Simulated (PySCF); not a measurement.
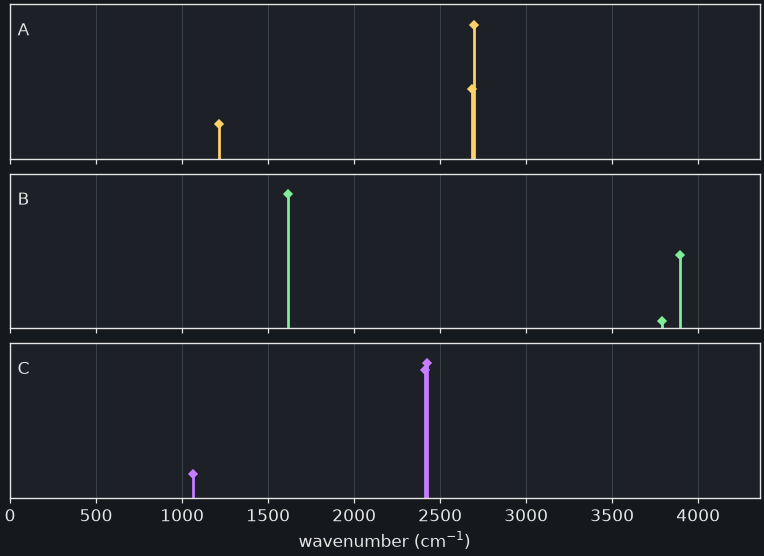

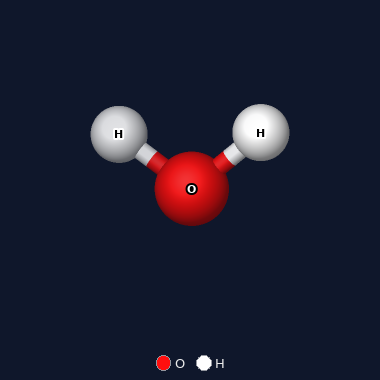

Harmonic infrared lines of OH₂, SH₂ and SeH₂, all C2v singlets, each the lowest point that its search found (OH₂ is drawn); the central atom changes down one group of the periodic table. B3LYP/def2-TZVP, PySCF, unscaled, no spin-orbit coupling; each panel is scaled to its strongest line, degenerate modes are one line with their intensities summed, and dots on the axis are modes too weak to show or inactive.

> Which panel belongs to which molecule?

A: SH₂ (strongest line 2697.1 cm⁻¹); B: OH₂ (strongest line 1617.4 cm⁻¹); C: SeH₂ (strongest line 2424.5 cm⁻¹).

> How do the bond length and the stretches change along the series?

Mean bond length: OH₂ 0.963, SH₂ 1.343, SeH₂ 1.470 Å, rising down the group. Highest b2 mode: OH₂ 3892, SH₂ 2697, SeH₂ 2424 cm⁻¹, falling down the group.

Limits of at least one run: no scalar relativity.
